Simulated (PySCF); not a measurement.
**MP2/STO-3G run of AlH3Cl− (SMILES [AlH3-][Cl])**

Aim: the energy change on altering one bond length of AlH3Cl− at MP2/STO-3G, from 2 runs. Input form: a Python script.

Program for the calculation: PySCF 2.14.0.

12 further runs of the same task are left out: 1 that didn't finish, 11 set aside as unsound or not needed.

### 1 The molecule

The species is AlH3Cl− (5 atoms), meant as a singlet with charge -1. SMILES: `[AlH3-][Cl]`. The shape comes from GFN2-xTB, which is rough for such elements, and wasn't checked as a minimum.

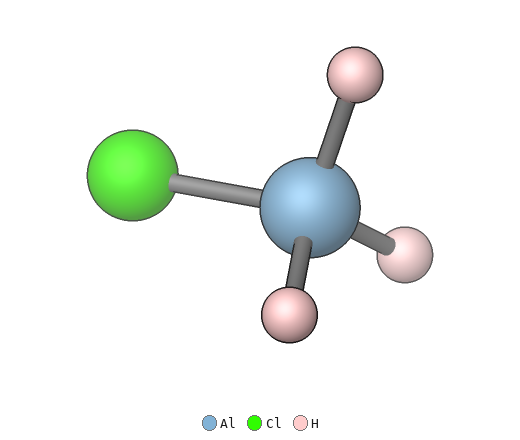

The structure, seen from a chosen angle (aluminium light blue, chlorine green, hydrogen pink).

### 2 The energy at MP2/STO-3G

File job.py:

```python
from pyscf import gto, mp

system = gto.M(
    atom='''
Al     0.109160    -0.000440    -0.082500
Cl    -1.562720    -0.002110     1.184250
H      0.226090     1.478490    -0.704190
H     -0.160190    -1.106410    -1.218300
H      1.387660    -0.369540     0.820730
''',
    spin=0,
    max_memory=1860,
    verbose=3,
    basis='sto-3g',
    charge=-1,
)

mf = system.RHF()
mf.conv_tol = 1e-10
mf.kernel()
if not mf.converged:
    mf = mf.newton().run(mf.mo_coeff, mf.mo_occ)

pt = mp.MP2(mf, frozen=10).run()
e_tot = pt.e_tot
print('E = %.10f Eh' % e_tot)
```

Command:

```
$ OMP_NUM_THREADS=1 python job.py
```

Log:

```text
converged SCF energy = -695.309688128955
E(RMP2) = -695.346006507485  E_corr = -0.0363183785296085
E(SCS-RMP2) = -695.352294181605  E_corr = -0.0426060526498827
E = -695.3460065075 Eh
```

It took 1.1 s on 1 thread of Arm Neoverse N1, shared host; peak memory 0.12 GiB.

### 3 The distorted shape at the same level

File run.py:

```python
from pyscf import gto, scf, mp

mol = gto.Mole()
mol.atom = '''
Al     0.162097    -0.559699     0.079026
Cl    -2.997298    -0.562855     2.472837
H      0.427248     2.793941    -1.330726
H     -0.346901    -2.649679    -2.067324
H      2.578112    -1.257197     1.785884
'''
mol.charge = -1
mol.verbose = 3
mol.max_memory = 1860
mol.unit = 'bohr'
mol.basis = 'sto-3g'
mol.build()

mf = scf.RHF(mol)
mf.conv_tol = 1e-10
mf.kernel()
if not mf.converged:
    mf = mf.newton().run(mf.mo_coeff, mf.mo_occ)

pt = mp.MP2(mf, frozen=10).run()
etot = pt.e_tot
print(f'total energy: {etot:.8f} hartree')
```

Command:

```
$ OMP_NUM_THREADS=1 python run.py
```

Log:

```text
converged SCF energy = -695.262479837295
E(RMP2) = -695.303691671883  E_corr = -0.0412118345886235
E(SCS-RMP2) = -695.310712261421  E_corr = -0.0482324241267193
total energy: -695.30369167 hartree
```

Run time: 1.1 s. Hardware: 1 thread of Arm Neoverse N1, shared host; peak memory 0.12 GiB.

### 4 Results

Level: MP2/STO-3G, 10 core orbitals frozen.

| quantity | value |
| --- | --- |
| first shape: total energy | -695.34601 Eh |
| first shape: HOMO energy (Hartree–Fock orbitals) | -2.14 eV |
| first shape: LUMO energy (Hartree–Fock orbitals) | 20.19 eV |
| first shape: HOMO–LUMO gap (to an unbound level, set by the basis) | 22.32 eV |
| first shape: correlation energy (10 core orbitals frozen) | -36.3 mEh |
| distorted shape: total energy | -695.30369 Eh |
| distorted shape: HOMO energy (Hartree–Fock orbitals) | -1.23 eV |
| distorted shape: LUMO energy (Hartree–Fock orbitals) | 17.77 eV |
| distorted shape: HOMO–LUMO gap (to an unbound level, set by the basis) | 19.00 eV |
| distorted shape: correlation energy (10 core orbitals frozen) | -41.2 mEh |
| energy change with the Al1–H3 bond stretched from 1.609 to 1.930 Å | 1.151 eV |

In words: With the Al1–H3 bond stretched from 1.609 to 1.930 Å the energy rises by 1.15 eV (111 kJ/mol). The first shape isn't relaxed at this level, so the change isn't measured from a minimum. The minimal basis adds a large error of its own. Mulliken charges (distorted shape) of the mean-field density run from -0.65 on Cl2 to +0.83 on Al1; they depend strongly on the basis.
